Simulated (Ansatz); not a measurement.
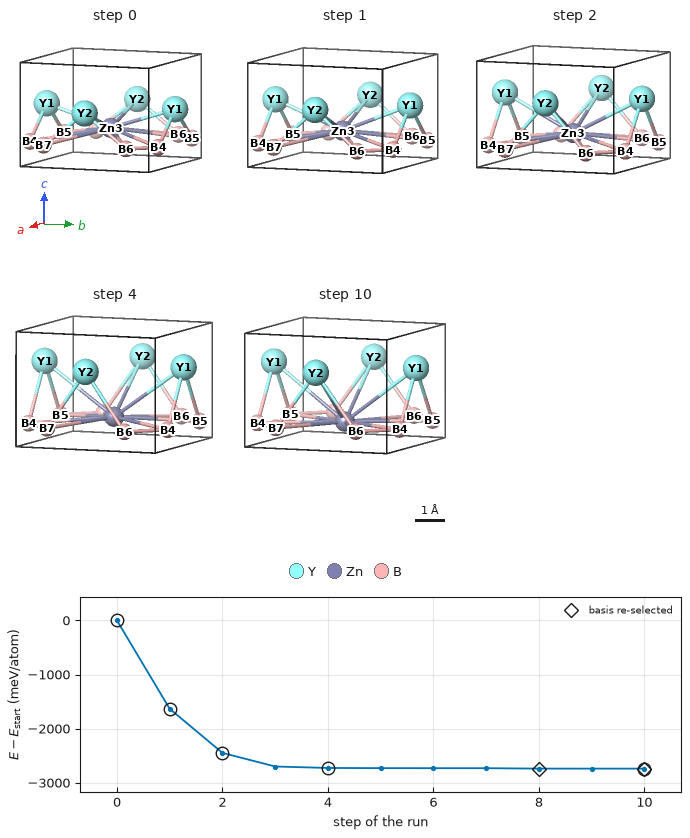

Frames of a relaxation of solid Y$_{2}$ZnB$_{4}$ (a generated structure, set up in P4mm) (coarse preliminary run), marked on the history of the run. Style: ball-and-stick. Shown: the cell of the calculation, slightly off an axis.

All numbers below come from DFT PBE, scalar-relativistic, plane waves, PAW in Ansatz.

Input
```yaml
crystal:
  lattice:
    - [4.88502165, 0.0, 0.0]
    - [0.0, 4.88502165, 0.0]
    - [0.0, 0.0, 3.68613677]
  atoms:
    - { symbol: "Y", position: [0.5, 0.0, 0.53893234] }
    - { symbol: "Y", position: [0.0, 0.5, 0.53893234] }
    - { symbol: Zn, position: [0.5, 0.5, 0.33106824] }
    - { symbol: B, position: [0.82068812, 0.0, 0.21630556] }
    - { symbol: B, position: [0.17931188, 0.0, 0.21630556] }
    - { symbol: B, position: [0.0, 0.82068812, 0.21630556] }
    - { symbol: B, position: [0.0, 0.17931188, 0.21630556] }
basis:
  ecutwfc: 420
kpoints:
  mp_grid: { grid: [4, 4, 6] }
hamiltonian:
  xc: pbe
scf:
  occupations: { method: gaussian, width: 0.1 }
  lower_state_search: "off"
output:
  forces: true
  stress: true
  eigenvalues: true
relax:
  adjacent_minimum: "off"
  f_tol: 0.04
  max_steps: 70
  cell: { stress_tol: 0.4 }
```

Run as
```bash
ansatz run input.yaml --threads 1 --pin off --max-ram 2560MiB --backend cpu --events-out ev --progress --plain --runs-dir out
```

> Describe the path.

The energy falls by 2737 meV per atom in 8 accepted moves (10 points after the start). The largest force component goes from 21 to 0.00061 eV/Å. The pressure goes from 93.74 to 0.04 GPa. At 2 points the geometry stayed and the basis and grid were re-selected for the new cell (energy shift of 7.6 meV per atom at most each time). The largest move relative to the cell is that of Zn3, 0.60 Å along −c. Largest moves by element: Zn 0.60 Å, Y 0.58 Å, B 0.25 Å. The volume changes by +34.1 %, with a = b 4.885 → 5.409 Å (+10.7 %), c 3.686 → 4.031 Å (+9.3 %). Some distances before and after: Y1–Zn3 2.560 → 3.373 Å, B4–B5 1.752 → 2.368 Å, Y1–B4 1.967 → 2.525 Å, B4–B6 1.239 → 1.675 Å. Bond angles that change, for instance: Zn3–Y2–Zn3 145.2° → 106.6°, Zn3–Y2–Zn3 147.3° → 180.0°, B6–Y2–B7 105.6° → 74.1°. The space group (tolerance 0.01 Å) goes from P4mm (No. 99) to P4/mmm (No. 123). The run took 2.7 min on 1 thread of Arm Neoverse N1 (shared host), peak memory 0.39 GiB. From step 0 to 1: Y atoms move most (0.15 Å), volume +10.2 %, energy −1633 meV per atom. From step 1 to 2: Y atoms move most (0.20 Å), volume +5.7 %, energy −814 meV per atom. From step 2 to 4: Zn3 moves most (0.24 Å), volume +11.4 %, energy −279 meV per atom. From step 4 to 10: Zn3 moves most (0.16 Å), volume +3.3 %, energy −12.3 meV per atom.
